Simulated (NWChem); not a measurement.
**AlH3SO (SMILES [OH][AlH][SH]): B3LYP/DGauss-DZVP**

Aim: the vertical ionisation energy of AlH3SO at B3LYP/DGauss-DZVP, from 2 runs. 

The results are computed with NWChem 7.3.0.

7 further runs of the same task are left out: 2 that didn't finish, 5 set aside as unsound or not needed.

## (1) The molecule

The species is AlH3SO (6 atoms), meant as a singlet with charge 0. SMILES: `[OH][AlH][SH]`. The coordinates come from a PBE0-D4/def2-TZVP relaxation. This is one conformer, not always the lowest.

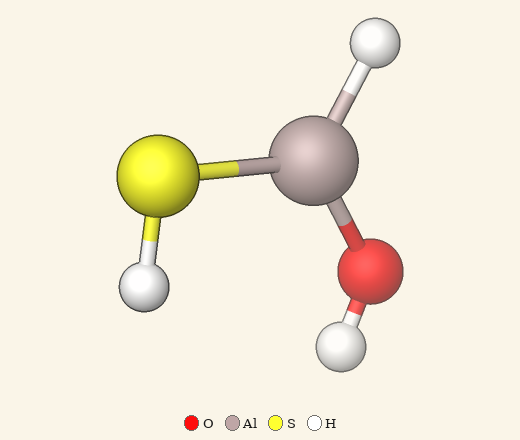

Viewed from a chosen angle; oxygen red, aluminium light grey, sulfur yellow, hydrogen white.

## (2) A single-point energy at B3LYP/DGauss-DZVP

mymol.xyz

```xyz
6
AlH3OS B3LYP
O     -1.108900    -0.531100    -0.885000
Al     0.267100     0.390800    -0.551000
S      1.228200     0.385700     1.412200
H     -1.564400    -1.105800    -0.273700
H      0.868700     1.276400    -1.698100
H      0.351400    -0.480000     1.949300
```

mymol.nw

```
start mymol
title "AlH3OS B3LYP"
memory stack 880 mb heap 220 mb global 1100 mb

geometry noautosym nocenter noautoz
  load mymol.xyz
end

basis spherical bse
  * library DGauss-DZVP
end

dft
  xc b3lyp
  grid fine
  convergence energy 1e-08
  maxiter 100
  mulliken
  noprint "final vectors analysis"
end

task dft energy
```

The run is started by

```sh
nwchem mymol.nw > mymol.out
```

Log:

```text
[...]
          Wavefunction type:  closed shell.
          No. of atoms     :     6
          No. of electrons :    40
[...]
          Charge           :     0
          Spin multiplicity:     1
[...]
          AO basis - number of functions:    56
[...]
              XC Information
              --------------
                         B3LYP Method XC Potential
                     Hartree-Fock (Exact) Exchange  0.200
                        Slater Exchange Functional  0.800 local
                    Becke 1988 Exchange Functional  0.720 non-local
              Lee-Yang-Parr Correlation Functional  0.810
                  VWN I RPA Correlation Functional  0.190 local
[...]
 d= 0,ls=0.0,diis     1   -717.6313865546 -8.49D+02  2.18D-02  6.71D-01     1.0
[...]
 d= 0,ls=0.0,diis     8   -717.7098221089 -3.89D-09  5.92D-06  1.56D-07     5.7
         Total DFT energy =     -717.709822108855
      One electron energy =    -1254.758235731997
           Coulomb energy =      459.394629091271
    Exchange-Corr. energy =      -54.032602883670
 Nuclear repulsion energy =      131.686387415541
[...]
      Total Density - Mulliken Population Analysis
     ---------------------------------------------
    Atom       Charge   Shell Charges
 -----------   ------   -------------------------------------------------------
    1 O    8     8.78   2.00  0.91  0.89  3.56  1.40  0.02
    2 Al  13    12.45   2.00  2.00  0.71  0.16  5.99  1.27  0.04  0.26
    3 S   16    16.29   2.00  2.00  1.11  0.76  5.99  3.29  1.11  0.04
    4 H    1     0.57   0.50  0.07
    5 H    1     1.03   0.54  0.49
    6 H    1     0.88   0.55  0.33
[...]
```

It took 6.6 s on 1 thread of AMD EPYC 7R43 (Zen 3), shared host; peak memory 0.11 GiB.

## (3) The doublet cation

work.xyz

```xyz
6
AlH3OS
O     -1.108900    -0.531100    -0.885000
Al     0.267100     0.390800    -0.551000
S      1.228200     0.385700     1.412200
H     -1.564400    -1.105800    -0.273700
H      0.868700     1.276400    -1.698100
H      0.351400    -0.480000     1.949300
```

work.nw

```
start work
title "AlH3OS"
memory total 2200 mb
charge 1

geometry noautosym nocenter noautoz
 load format xyz work.xyz
end

basis spherical bse
 * library DGauss-DZVP
end

dft
 xc b3lyp
 mult 2
 grid fine
 convergence energy 1e-08
 maxiter 100
 mulliken
 print low
end

task dft energy
```

The run is started by

```sh
nwchem work.nw > work.out
```

Log:

```text
[...]
 d= 0,ls=0.0,diis     1   -717.0425808928 -8.49D+02  2.09D-02  5.44D-01     1.3
[...]
 d= 0,ls=0.0,diis    16   -717.3344848257 -4.52D-09  7.84D-07  6.03D-10    15.5
[...]
         Total DFT energy =     -717.334484825682
      One electron energy =    -1244.564393895873
           Coulomb energy =      449.277566401166
    Exchange-Corr. energy =      -53.734044746516
 Nuclear repulsion energy =      131.686387415541
[...]
      Total Density - Mulliken Population Analysis
     ---------------------------------------------
    Atom       Charge   Shell Charges
 -----------   ------   -------------------------------------------------------
    1 O    8     8.65   2.00  0.93  0.89  3.53  1.29  0.02
    2 Al  13    12.41   2.00  2.00  0.77  0.14  5.99  1.27 -0.01  0.25
    3 S   16    15.69   2.00  2.00  1.19  0.72  5.99  3.14  0.62  0.04
    4 H    1     0.54   0.49  0.04
    5 H    1     0.93   0.53  0.40
    6 H    1     0.79   0.53  0.26
[...]
      <S2> =      0.7553 (Exact =     0.7500)
[...]
```

Run time: 16 s. Hardware: 1 thread of AMD EPYC 7R43 (Zen 3), shared host; peak memory 0.11 GiB.

## (4) What came out

Level: B3LYP/DGauss-DZVP.

| quantity | value |
| --- | --- |
| singlet AlH3SO: total energy | -717.70982 Eh |
| singlet AlH3SO: dipole moment | 1.81 D |
| doublet cation: total energy | -717.33448 Eh |
| doublet cation: ⟨S²⟩ | 0.755 |
| vertical ionisation energy (to the doublet cation) | 10.213 eV |

In words: The vertical ionisation energy comes to 10.21 eV (236 kcal/mol).
